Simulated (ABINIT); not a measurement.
# AlN (F-43m): G0W0 with ABINIT, start to end, part 2 of 3

How does a plane-wave GW calculation on AlN (F-43m) run from the first input to the gap?

ABINIT 10.8.3; LDA and many-body steps on it, plane waves. Known limits of the many-body steps: not at the basis limit.

So far. Step 2 (Ground state): The gap is indirect, with the least direct gap 0.98 eV higher.

### Step 3. Bands along the symmetry lines

Level of this step: DFT, LDA, plane waves, norm-conserving pseudopotentials (ABINIT).

The cheap functional maps the bands first; the places of the edges decide which points the dearer methods must see.

File run.abi:

```
acell 3*1.0 Angstrom
rprim 
  -0.000000000000 2.183993559600 2.183993559600
  2.183993559600 -0.000000000000 2.183993559600
  2.183993559600 2.183993559600 -0.000000000000
ntypat 2
znucl 13 7
natom 2
typat 1 2
xred 
  0.000000000000 0.000000000000 0.000000000000
  0.750000000000 0.750000000000 0.750000000000
pp_dirpath "pseudos"
pseudos "Al.upf, N.upf"
ecut 36
iscf -2
irdden 1
kptopt 0
nkpt 50
kpt 
  0.00000000 0.00000000 0.00000000
  -0.06250000 -0.06250000 0.00000000
  -0.12500000 -0.12500000 0.00000000
  -0.18750000 -0.18750000 0.00000000
  -0.25000000 -0.25000000 0.00000000
  -0.31250000 -0.31250000 0.00000000
  -0.37500000 -0.37500000 0.00000000
  -0.43750000 -0.43750000 0.00000000
  -0.50000000 -0.50000000 0.00000000
  -0.48437500 -0.48437500 0.03125000
  -0.46875000 -0.46875000 0.06250000
  -0.45312500 -0.45312500 0.09375000
  -0.43750000 -0.43750000 0.12500000
  -0.42187500 -0.42187500 0.15625000
  -0.40625000 -0.40625000 0.18750000
  -0.39062500 -0.39062500 0.21875000
  -0.37500000 -0.37500000 0.25000000
  -0.37500000 0.00000000 0.37500000
  -0.32812500 0.00000000 0.32812500
  -0.28125000 0.00000000 0.28125000
  -0.23437500 0.00000000 0.23437500
  -0.18750000 0.00000000 0.18750000
  -0.14062500 0.00000000 0.14062500
  -0.09375000 0.00000000 0.09375000
  -0.04687500 0.00000000 0.04687500
  0.00000000 0.00000000 0.00000000
  0.00000000 0.00000000 0.06250000
  0.00000000 0.00000000 0.12500000
  0.00000000 0.00000000 0.18750000
  0.00000000 0.00000000 0.25000000
  0.00000000 0.00000000 0.31250000
  0.00000000 0.00000000 0.37500000
  0.00000000 0.00000000 0.43750000
  0.00000000 0.00000000 0.50000000
  -0.06250000 -0.03125000 0.46875000
  -0.12500000 -0.06250000 0.43750000
  -0.18750000 -0.09375000 0.40625000
  -0.25000000 -0.12500000 0.37500000
  -0.31250000 -0.15625000 0.34375000
  -0.37500000 -0.18750000 0.31250000
  -0.43750000 -0.21875000 0.28125000
  -0.50000000 -0.25000000 0.25000000
  -0.50000000 -0.28125000 0.21875000
  -0.50000000 -0.31250000 0.18750000
  -0.50000000 -0.34375000 0.15625000
  -0.50000000 -0.37500000 0.12500000
  -0.50000000 -0.40625000 0.09375000
  -0.50000000 -0.43750000 0.06250000
  -0.50000000 -0.46875000 0.03125000
  -0.50000000 -0.50000000 0.00000000
istwfk *1
nband 14
nbdbuf 5
tolwfr 1e-07
nstep 50
prtwf 0
prtvol 0
indata_prefix "in"
outdata_prefix "out"
tmpdata_prefix "tmp"
```

Run with:

```
$ OMP_NUM_THREADS=1 mpirun -n 4 abinit run.abi > log
```

Numbers of over 12 decimals in the logs are rounded to 6 here.

Log:

```text
.Version 10.8.3 of ABINIT. v10.8.2 released Aug 2026.

 Symmetries : space group F-4 3 m (#216); Bravais cF (face-center cubic)
[... echo of the input left out ...]
== DATASET  1 ==================================================================
-   mpi_nproc: 4, omp_nthreads: 1 (-1 if OMP is not activated)

--- !DatasetInfo
iteration_state: {dtset: 1, }
dimensions: {natom: 2, nkpt: 50, mband: 14, nsppol: 1, nspinor: 1, nspden: 1, mpw: 1475, }
cutoff_energies: {ecut:  36.0, pawecutdg:  -1.0, }
electrons: {nelect:   8.00000000E+00, charge:   0.00000000E+00, occopt:   1.00000000E+00, tsmear:   1.00000000E-02, }

 Real(R)+Recip(G) space primitive vectors, cartesian coordinates (Bohr,Bohr^-1):
 R(1)=  0.0000000  4.1271497  4.1271497  G(1)= -0.1211490  0.1211490  0.1211490
 R(2)=  4.1271497  0.0000000  4.1271497  G(2)=  0.1211490 -0.1211490  0.1211490
 R(3)=  4.1271497  4.1271497  0.0000000  G(3)=  0.1211490  0.1211490 -0.1211490
 Unit cell volume ucvol=  1.4059849E+02 bohr^3
 Angles (23,13,12)=  6.00000000E+01  6.00000000E+01  6.00000000E+01 degrees

 getcut: wavevector=  0.0000  0.0000  0.0000  ngfft=  32  32  32
         ecut(hartree)=     36.000   => boxcut(ratio)=   2.02987

--- Pseudopotential description ------------------------------------------------
- Al Generated using ONCVPSP code by D. R. Hamann
- 13.00000   3.00000  180309                  znucl, zion, pspdat
12 -1012 2 -1 1854                            pspcod,pspxc,lmax,lloc,mmax
     nproj     2     2     2
  pspatm : epsatm=    0.57439143
         --- l  ekb(1:nproj) -->
             0    5.725870    0.726131
             1    6.190420    0.914022
             2   -4.229503   -0.925599
 pspatm: atomic psp has been read  and splines computed

- N Generated using ONCVPSP code by D. R. Hamann
-  7.00000   5.00000  180309                  znucl, zion, pspdat
12 -1012 1 -1 1058                            pspcod,pspxc,lmax,lloc,mmax
     nproj     2     2     0
  pspatm : epsatm=    5.30777321
         --- l  ekb(1:nproj) -->
[...]
pspatm: atomic psp has been read  and splines computed

--------------------------------------------------------------------------------

================================================================================
 prteigrs : about to open file out_EIG
 Non-SCF case, kpt    1 (  0.00000  0.00000  0.00000), residuals and eigenvalues=
  2.89E-08  7.21E-08  9.76E-09  7.77E-08  3.48E-08  5.24E-08  7.78E-08  6.72E-08
  3.70E-08  9.94E-08  5.81E-08  5.52E-08  2.14E-07  2.96E-07
 -3.4191E-01  2.0243E-01  2.0243E-01  2.0243E-01  3.5837E-01  6.5658E-01
  6.5658E-01  6.5658E-01  8.4940E-01  8.4940E-01  8.9826E-01  8.9826E-01
  8.9826E-01  9.6883E-01
 Non-SCF case, kpt    2 ( -0.06250 -0.06250  0.00000), residuals and eigenvalues=
  4.94E-08  7.93E-08  8.44E-09  8.61E-08  5.21E-08  4.70E-08  1.00E-08  6.82E-08
[...]
9.3657E-01  1.0001E+00
 Non-SCF case, kpt    3 ( -0.12500 -0.12500  0.00000), residuals and eigenvalues=
  9.47E-08  7.99E-09  4.90E-08  8.37E-09  1.33E-08  1.46E-08  1.03E-08  1.32E-08
[...]
9.7510E-01  1.0571E+00
[...]
Non-SCF case, kpt   49 ( -0.50000 -0.46875  0.03125), residuals and eigenvalues=
[...]
1.1777E+00  1.2097E+00
 Non-SCF case, kpt   50 ( -0.50000 -0.50000  0.00000), residuals and eigenvalues=
[...]
1.1691E+00  1.2037E+00

--- !ResultsGS
iteration_state: {dtset: 1, }
comment   : Summary of ground state results
lattice_vectors:
- [ -0.0000000,   4.1271497,   4.1271497, ]
- [  4.1271497,  -0.0000000,   4.1271497, ]
- [  4.1271497,   4.1271497,  -0.0000000, ]
lattice_lengths: [   5.83667,    5.83667,    5.83667, ]
lattice_angles: [ 60.000,  60.000,  60.000, ] # degrees, (23, 13, 12)
lattice_volume:   1.4059849E+02
convergence: {deltae:  0.000E+00, res2:  0.000E+00, residm:  9.944E-08, diffor:  0.000E+00, }
etotal    :  -1.28415815E+01
entropy   :   0.00000000E+00
fermie    :   2.02431740E-01
cartesian_stress_tensor: null
pressure_GPa: null
xred      :
- [  0.0000E+00,   0.0000E+00,   0.0000E+00, Al]
- [  7.5000E-01,   7.5000E-01,   7.5000E-01,  N]
cartesian_forces: null
force_length_stats: {min: null, max: null, mean: null, }

 Integrated electronic density in atomic spheres:
 ------------------------------------------------
 Atom  Sphere_radius  Integrated_density
[...]
================================================================================

 ----iterations are completed or convergence reached----

 Mean square residual over all n,k,spin=   44.909E-09; max=  99.438E-09
 reduced coordinates (array xred) for    2 atoms
       0.000000000000      0.000000000000      0.000000000000
       0.750000000000      0.750000000000      0.750000000000

 cartesian coordinates (angstrom) at end:
    1      0.000000     0.000000     0.000000
    2      3.275990     3.275990     3.275990
 length scales=  1.889726125908  1.889726125908  1.889726125908 bohr
              =  1.000000000000  1.000000000000  1.000000000000 angstroms
 prteigrs : about to open file out_EIG
 Eigenvalues (hartree) for nkpt=  50  k points:
 kpt#   1, nband= 14, wtk=  1.00000, kpt=  0.0000  0.0000  0.0000 (reduced coord)
[...]
kpt#   2, nband= 14, wtk=  1.00000, kpt= -0.0625 -0.0625  0.0000 (reduced coord)
[...]
kpt#   3, nband= 14, wtk=  1.00000, kpt= -0.1250 -0.1250  0.0000 (reduced coord)
[...]
kpt#  49, nband= 14, wtk=  1.00000, kpt= -0.5000 -0.4687  0.0313 (reduced coord)
  -0.23961    0.02121    0.13476    0.13477    0.32565    0.51540    0.70556    0.76589
   0.77207    1.06137    1.06447    1.16616    1.17769    1.20965
 kpt#  50, nband= 14, wtk=  1.00000, kpt= -0.5000 -0.5000  0.0000 (reduced coord)
  -0.23969    0.02041    0.13644    0.13644    0.32219    0.51272    0.70677    0.77099
   0.77099    1.06229    1.07185    1.16902    1.16905    1.20374

== END DATASET(S) ==============================================================
================================================================================

 -outvars: echo values of variables after computation  --------
            nband          14
             nkpt          50
          spgroup         216
 [... the other variables as echoed above ...]

 Calculation completed.
```

Wall time 3.9 s (4 MPI ranks of Arm Neoverse V1, shared host); peak memory 0.24 GiB.

Numbers from this step:

```
gap                        : 3.259 eV
k of the valence top       : 0, 0, 0
k of the conduction bottom : -0.5, -0.5, 0
least direct gap           : 4.243 eV
```

The gap is 3.259 eV, as in the run before at this level.

The electronic bands at the labelled points (eV, zero at the top of the highest filled band; v1 is the highest filled band, c1 the lowest empty one):

```tsv
point	v4	v3	v2	v1	c1	c2	c3	c4
Γ	-14.81	0.00	0.00	0.00	4.24	12.36	12.36	12.36
X	-12.03	-4.95	-1.80	-1.80	3.26	8.44	13.72	15.47
U	-12.05	-4.30	-3.67	-1.39	5.09	9.96	12.86	13.99
jump to K	-12.05	-4.30	-3.67	-1.39	5.09	9.96	12.86	13.99
Γ	-14.81	0.00	0.00	0.00	4.24	12.36	12.36	12.36
L	-12.69	-5.91	-0.49	-0.49	7.28	9.77	11.01	11.01
W	-11.97	-3.83	-3.48	-2.73	5.98	11.28	11.84	11.95
X	-12.03	-4.95	-1.80	-1.80	3.26	8.44	13.72	15.47
```

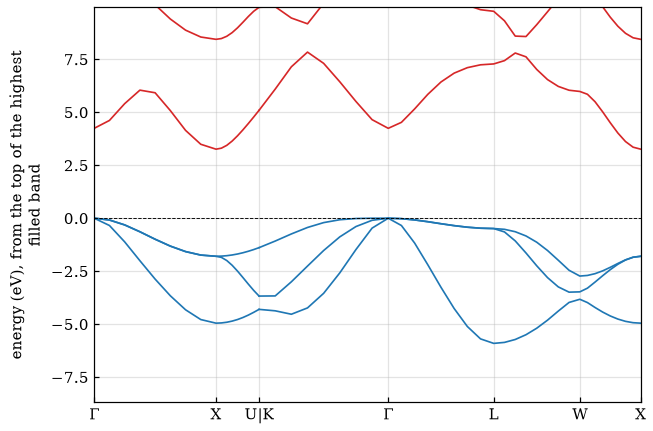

Electronic bands along the path; lines of filled and empty bands in two colours.

### Step 4. Empty states on the mesh, 8×8×8 mesh, 126 bands

The sums over transitions need many empty states on a uniform mesh; this step solves for them.

File run.abi:

```
acell 3*1.0 Angstrom
rprim 
  -0.000000000000 2.183993559600 2.183993559600
  2.183993559600 -0.000000000000 2.183993559600
  2.183993559600 2.183993559600 -0.000000000000
ntypat 2
znucl 13 7
natom 2
typat 1 2
xred 
  0.000000000000 0.000000000000 0.000000000000
  0.750000000000 0.750000000000 0.750000000000
pp_dirpath "pseudos"
pseudos "Al.upf, N.upf"
ecut 36
ngkpt 8 8 8
nshiftk 1
shiftk 0 0 0
kptopt 1
chksymbreak 0
irdden 1
istwfk *1
nband 126
prtvol 0
optdriver 6
gwr_task "HDIAGO"
paral_kgb 0
occopt 1
indata_prefix "in"
outdata_prefix "out"
tmpdata_prefix "tmp"
```

Log:

```text
[banner, memory and clock lines left out]
.Version 10.8.3 of ABINIT. v10.8.2 released Aug 2026.

 Symmetries : space group F-4 3 m (#216); Bravais cF (face-center cubic)
[... echo of the input left out ...]
== DATASET  1 ==================================================================
-   mpi_nproc: 4, omp_nthreads: 1 (-1 if OMP is not activated)

--- !DatasetInfo
iteration_state: {dtset: 1, }
dimensions: {natom: 2, nkpt: 29, mband: 126, nsppol: 1, nspinor: 1, nspden: 1, mpw: 1475, }
cutoff_energies: {ecut:  36.0, pawecutdg:  -1.0, }
electrons: {nelect:   8.00000000E+00, charge:   0.00000000E+00, occopt:   1.00000000E+00, tsmear:   1.00000000E-02, }

.Using double precision arithmetic; gwpc =  8

- Reading GS density from: in_DEN

--- Pseudopotential description ------------------------------------------------
- Al Generated using ONCVPSP code by D. R. Hamann
- 13.00000   3.00000  180309                  znucl, zion, pspdat
12 -1012 2 -1 1854                            pspcod,pspxc,lmax,lloc,mmax
     nproj     2     2     2
  pspatm : epsatm=    0.57439143
         --- l  ekb(1:nproj) -->
             0    5.725870    0.726131
             1    6.190420    0.914022
             2   -4.229503   -0.925599
 pspatm: atomic psp has been read  and splines computed

- N Generated using ONCVPSP code by D. R. Hamann
-  7.00000   5.00000  180309                  znucl, zion, pspdat
12 -1012 1 -1 1058                            pspcod,pspxc,lmax,lloc,mmax
     nproj     2     2     0
  pspatm : epsatm=    5.30777321
         --- l  ekb(1:nproj) -->
             0    7.408032    0.617798
             1   -4.361519   -1.032581
 pspatm: atomic psp has been read  and splines computed

   4.70573171E+01                                ecore*ucvol(ha*bohr**3)

 Total charge density [el/Bohr^3]
)     Maximum=    5.4126E-01  at reduced coord.    0.7813    0.7813    0.8125
)     Minimum=    1.1985E-03  at reduced coord.    0.0000    0.0000    0.0000
   Integrated=    8.0000E+00

 === KS gaps after direct diagonalization ===
 Indirect band gap semiconductor
 Fundamental gap:     3.259 (eV)
   VBM:     5.508 (eV) at k: [ 0.0000E+00,  0.0000E+00,  0.0000E+00]
   CBM:     8.767 (eV) at k: [ 5.0000E-01,  5.0000E-01,  0.0000E+00]
 Direct gap:         4.243 (eV) at k: [ 0.0000E+00,  0.0000E+00,  0.0000E+00]

== END DATASET(S) ==============================================================

 -outvars: echo values of variables after computation  --------
           etotal      0.0000000000E+00
            nband         126
             nkpt          29
          spgroup         216
 [... the other variables as echoed above ...]

 Calculation completed.
```

The job ended after 23 s (4 MPI ranks; peak memory 0.7 GiB).

This step gave:

```
gap                                                           : 3.259 eV
k of the valence top                                          : 0, 0, 0
k of the conduction bottom                                    : 0.5, 0.5, 0
least direct gap                                              : 4.243 eV
k points computed                                             : 29
lowest point of the top converged band, above the valence top : 159.6048 eV
```

On this mesh the gap is 3.259 eV.

### Step 5. Screening, 8×8×8 mesh, 118 bands, screening to 244.9 eV

The RPA dielectric matrix is built and inverted for each q.

This step: RPA screening on LDA, plane waves, norm-conserving pseudopotentials.

run.abi, as its differences from that of step 4:

```diff
@@ -20,10 +20,11 @@
 chksymbreak 0
-irdden 1
 istwfk *1
-nband 126
-prtvol 0
-optdriver 6
-gwr_task "HDIAGO"
-paral_kgb 0
 occopt 1
+irdwfk 1
+optdriver 3
+nband 118
+ecuteps 9
+inclvkb 2
+awtr 1
+symchi 1
 indata_prefix "in"
```

Log:

```text
.Version 10.8.3 of ABINIT. v10.8.2 released Aug 2026.

 Symmetries : space group F-4 3 m (#216); Bravais cF (face-center cubic)
[... echo of the input left out ...]
== DATASET  1 ==================================================================
-   mpi_nproc: 4, omp_nthreads: 1 (-1 if OMP is not activated)

--- !DatasetInfo
iteration_state: {dtset: 1, }
dimensions: {natom: 2, nkpt: 29, mband: 118, nsppol: 1, nspinor: 1, nspden: 1, mpw: 1475, }
cutoff_energies: {ecut:  36.0, pawecutdg:  -1.0, }
electrons: {nelect:   8.00000000E+00, charge:   0.00000000E+00, occopt:   1.00000000E+00, tsmear:   1.00000000E-02, }

 SCREENING: Calculation of the susceptibility and dielectric matrices

 Based on a program developped by R.W. Godby, V. Olevano, G. Onida, and L. Reining.
 Incorporated in ABINIT by V. Olevano, G.-M. Rignanese, and M. Torrent.
.Using double precision arithmetic ; gwpc =  8

[... cell and pseudopotentials left out ...]
--------------------------------------------------------------------------------

 ==== K-mesh for the wavefunctions ====
 Number of points in the irreducible wedge :    29
[... list of points left out ...]
 Together with 24 symmetry operations and time-reversal symmetry
 yields   512 points in the full Brillouin Zone.

 ==== Q-mesh for the screening function ====
 Number of points in the irreducible wedge :    29
[... list of points left out ...]
 Together with 24 symmetry operations and time-reversal symmetry
 yields   512 points in the full Brillouin Zone.

 setmesh: FFT mesh size selected  =    24x   24x   24
          total number of points  =        13824

 vcoul_init : cutoff-mode = AUXILIARY_FUNCTION
 q-points for optical limit:   1
     1)      0.000010    0.000020    0.000030

- screening: taking advantage of time-reversal symmetry
- Maximum band index for partially occupied states nbvw = 4
- Remaining bands to be divided among processors   nbcw = 114
- Number of bands treated by each node ~28

 Number of electrons calculated from density =    8.0000; Expected =    8.0000
 average of density, n =  0.056900
 r_s =    1.6129
 omega_plasma =   23.0097 [eV]

 calculating chi0 at frequencies [eV] :
  1    0.000000E+00    0.000000E+00
  2    0.000000E+00    2.300966E+01

--------------------------------------------------------------------------------
  q-point number  1        q = ( 0.000000, 0.000000, 0.000000) [r.l.u.]
--------------------------------------------------------------------------------
[... chi0 elements left out ...]
 For q-point:  0.000010 0.000020 0.000030
  dielectric constant =   4.3282
  dielectric constant without local fields =   4.7698

  Average fulfillment of the sum rule on Im[epsilon] for q-point    1 :     91.04  [%]
[... wings left out ...]
  q-point number  2        q = ( 0.125000, 0.000000, 0.000000) [r.l.u.]
--------------------------------------------------------------------------------
[... chi0 elements left out ...]
  Average fulfillment of the sum rule on Im[epsilon] for q-point    2 :     97.09  [%]

 [... 27 further q-points ...]
```

It took 3.8 min on 4 MPI ranks; peak memory 1.3 GiB.

Numbers from this step:

- ε∞ with local fields, on this mesh, along the program's q direction: 4.328
- the same without local fields: 4.770
- plasma frequency: 23.01 eV
- plane waves in the screening matrix: 169

Local fields lower ε∞ by 9 %.

(Part 2 of 3 ends here.)

[Paths, hosts, dates, memory and timing lines, banners, echoed tables and standing remarks are left out of the program output.]

[Logs are printed without paths, hosts, clocks, repeated set-up lines and the standing remarks that a program may print on its own settings, such as how far it seeks lower states.]

[Runs of the session that timed out or met a known fault of the program may be left out.]

[Hosts, paths, dates, database ids (printed as entryN), source tags and the programs' standing remarks are cut or masked in the printed files.]

[G0W0 gaps are taken among the corrected bands and points alone; a level outside them can change the order at an edge.]

[Where Ansatz stands beside ABINIT at settings called matched, ABINIT's density can come from a denser mesh and the files from another edition; pairs whose starting gaps differed by over 0.03 eV were left out, so agreement reads better than it is.]
